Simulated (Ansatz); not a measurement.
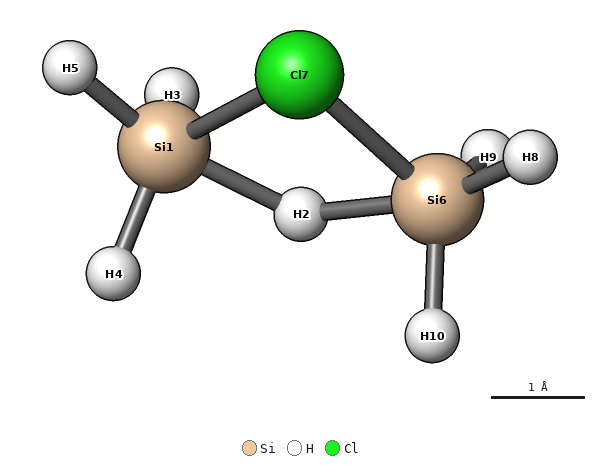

Figure 1. The structure as given in the input (ball-and-stick view, seen at a tilt; atoms are numbered from 1 in the order of the input). Bond lengths as drawn: Cl–Si 2.31 Å and H–Si 1.49 to 1.69 Å.

# Si2H7Cl: a changed input and its effect

System: Si2H7Cl.
Method of the first run: RKS B3LYP-D4/6-31G (Ansatz 0.2.0).

The geometry comes from this level: PBE0-D4/def2-TZVP. Text and figures count atoms from 1; the logs count them from 0 in places.

**Input file, the first run**
```yaml
crystal:
  periodic: [false, false, false]
  atoms:
    - {symbol: Si, position_ang: [-0.384475, 0.647576, -1.329712]}
    - {symbol: H, position_ang: [-0.553591, -0.471226, -0.079462]}
    - {symbol: H, position_ang: [-0.214391, -0.520577, -2.233348]}
    - {symbol: H, position_ang: [-1.783560, 1.052867, -1.030771]}
    - {symbol: H, position_ang: [0.162349, 1.796279, -2.115432]}
    - {symbol: Si, position_ang: [0.356468, -0.670739, 1.325995]}
    - {symbol: Cl, position_ang: [1.283122, 1.120850, 0.198352]}
    - {symbol: H, position_ang: [1.410719, -0.424476, 2.357397]}
    - {symbol: H, position_ang: [0.642361, -2.046274, 0.839922]}
    - {symbol: H, position_ang: [-0.919102, -0.484181, 2.067059]}
basis:
  gaussian: {orbitals: 6-31G}
hamiltonian: {xc: {name: B3LYP}, dispersion: d4}
```

Launched with:
```bash
ansatz run in.yaml --threads 4 --pin off --events-out ev --progress --plain --max-ram 9574MiB
```

Hardware: 4 threads of Arm Neoverse V2, 23 GiB of memory available, shared host.

**Output (the first run)**
```
Functional definition: B3LYP
  parameter a0 = 0.2
  parameter ax = 0.72
  parameter ac = 0.81
  exchange = (1 - a0 - ax)*slater_x + ax*b88_x + a0*exact_x
  correlation = (1 - ac)*vwn_rpa_c + ac*lyp_c
644 factors; integrals over basis functions are off by at most 1.7e-4 eV
mean field evaluation 1: about -28387.0402 eV, gradient 1.1e1 eV
mean field evaluation 2: about -28387.4249 eV, gradient 4.2e0 eV
mean field evaluation 4: about -28387.4830 eV, gradient 3.7e-1 eV
mean field evaluation 8: about -28387.6019 eV, gradient 1.5e-2 eV
mean field -28387.60185847 eV, -1043.2251264913 hartree, gradient 6.3e-5 eV, S^2 0.000000; 0 other end points of the search recorded, 0 dependent functions left out
reference -28387.60211533 eV, -1043.2251359306 hartree; 26, 26 occupied and 27, 27 virtual orbitals, 644 factors
Total energy: -28387.97533851 eV, -1043.2388516294 hartree
```

For the second run the input was changed thus:
```diff
-    - {symbol: Si, position_ang: [-0.384475, 0.647576, -1.329712]}
-    - {symbol: H, position_ang: [-0.553591, -0.471226, -0.079462]}
-    - {symbol: H, position_ang: [-0.214391, -0.520577, -2.233348]}
-    - {symbol: H, position_ang: [-1.783560, 1.052867, -1.030771]}
-    - {symbol: H, position_ang: [0.162349, 1.796279, -2.115432]}
-    - {symbol: Si, position_ang: [0.356468, -0.670739, 1.325995]}
-    - {symbol: Cl, position_ang: [1.283122, 1.120850, 0.198352]}
-    - {symbol: H, position_ang: [1.410719, -0.424476, 2.357397]}
-    - {symbol: H, position_ang: [0.642361, -2.046274, 0.839922]}
-    - {symbol: H, position_ang: [-0.919102, -0.484181, 2.067059]}
+    - {symbol: Si, position_ang: [-0.147476, 1.280355, -1.853067]}
+    - {symbol: H, position_ang: [-0.560515, -0.891362, 0.493480]}
+    - {symbol: H, position_ang: [0.073618, -0.120746, -2.276991]}
+    - {symbol: H, position_ang: [-1.424403, 1.404162, -1.114300]}
+    - {symbol: H, position_ang: [-0.140644, 2.182577, -3.027626]}
+    - {symbol: Si, position_ang: [0.053780, -1.314783, 1.777747]}
+    - {symbol: Cl, position_ang: [1.387777, 1.837711, -0.607162]}
+    - {symbol: H, position_ang: [1.190680, -0.421510, 2.107044]}
+    - {symbol: H, position_ang: [0.535555, -2.713419, 1.648480]}
+    - {symbol: H, position_ang: [-0.968471, -1.242883, 2.852396]}
```

How does the second run compare with the first run?

With the same method and basis, the second run lies 55.2 kcal/mol lower.

**Output (the second run)**
```
Functional definition: B3LYP
  parameter a0 = 0.2
  parameter ax = 0.72
  parameter ac = 0.81
  exchange = (1 - a0 - ax)*slater_x + ax*b88_x + a0*exact_x
  correlation = (1 - ac)*vwn_rpa_c + ac*lyp_c
644 factors; integrals over basis functions are off by at most 1.8e-4 eV
mean field evaluation 1: about -28389.4297 eV, gradient 1.3e1 eV
mean field evaluation 2: about -28389.6706 eV, gradient 1.0e1 eV
mean field evaluation 4: about -28389.9839 eV, gradient 1.9e-1 eV
mean field evaluation 8: about -28390.0964 eV, gradient 3.2e-2 eV
mean field -28390.09645363 eV, -1043.3168011725 hartree, gradient 6.4e-5 eV, S^2 0.000000; 0 other end points of the search recorded, 0 dependent functions left out
reference -28390.09674061 eV, -1043.3168117187 hartree; 26, 26 occupied and 27, 27 virtual orbitals, 644 factors
Total energy: -28390.36761641 eV, -1043.3267662206 hartree
```

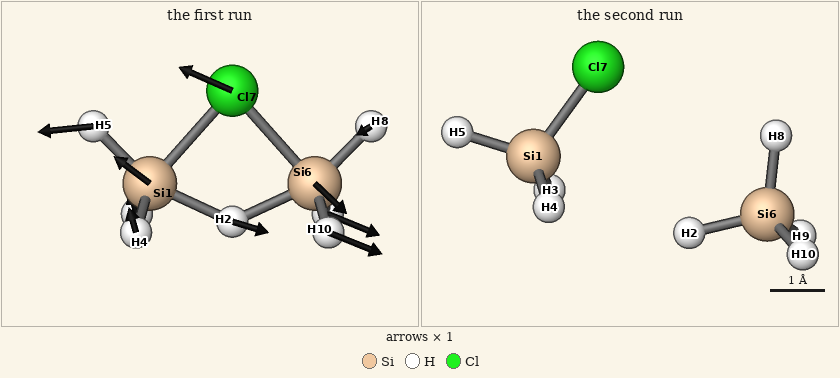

Figure 2. The two input geometries at one scale (ball-and-stick view, seen on its broad side). The black arrows on the first give the shifts of the atoms after the best rigid fit, at true length. The largest moves after the best rigid fit, 1.10 Å, are those of Cl7 and H10. Largest moves by element: Cl 1.10 Å, H 1.09 Å, Si 0.85 Å. Among the contacts that change: Si6–Cl7 2.311 → 4.172 Å, Si1–H2 1.686 → 3.224 Å, Si1–Cl7 2.311 → 2.054 Å, H2–Si6 1.686 → 1.485 Å.

**The two runs side by side**

```tsv
quantity	the first run	the second run
outcome	converged	converged
total energy (hartree)	−1043.238852	−1043.326766
basis functions	53	53
```
